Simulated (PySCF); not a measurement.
```xyz
17
charge 0, multiplicity 1
C    -0.4066   -1.2134   -1.4194
Si   -0.0012   -0.0007   -0.0018
C     0.0081    1.7855   -0.6754
C    -1.3198   -0.1549    1.3703
C     1.7161   -0.4155    0.7216
H    -1.3797   -1.0036   -1.8532
H    -0.4187   -2.2416   -1.0702
H     0.3270   -1.1480   -2.2173
H     0.2425    2.5019    0.1064
H    -0.9581    2.0579   -1.0892
H     0.7465    1.9077   -1.4621
H    -2.3121    0.0753    0.9941
H    -1.3509   -1.1605    1.7791
H    -1.1170    0.5258    2.1917
H     1.7463   -1.4264    1.1171
H     2.4931   -0.3368   -0.0328
H     1.9775    0.2592    1.5312
```

What structure does this define?

It has 17 atoms: 4 carbon, 12 hydrogen and 1 silicon (C₄H₁₂Si). Its SMILES string is `C[Si](C)(C)C`. It has no ring. The point group is Td. Coordination: 4 C tetrahedral; 1 Si tetrahedral.

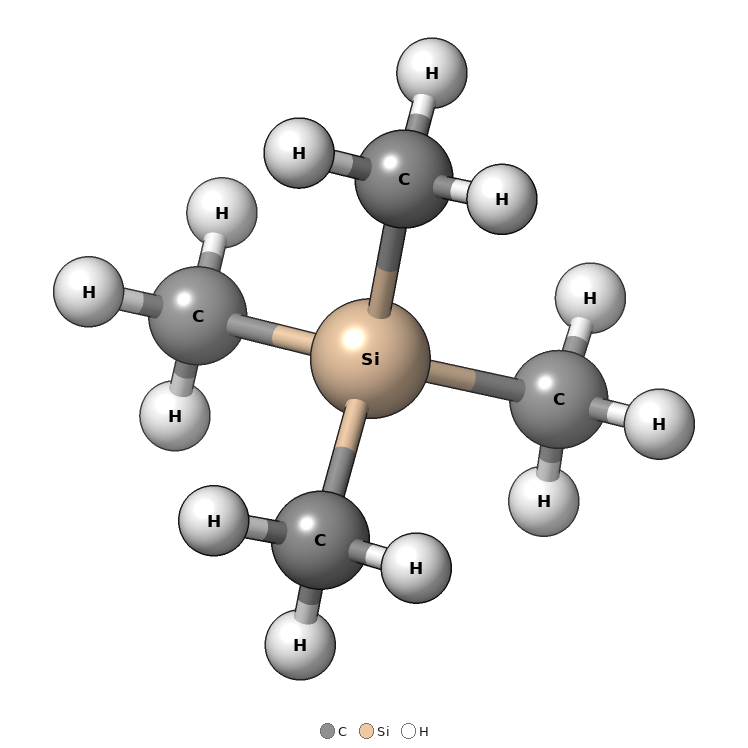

(Drawn from a calculation with PySCF.)
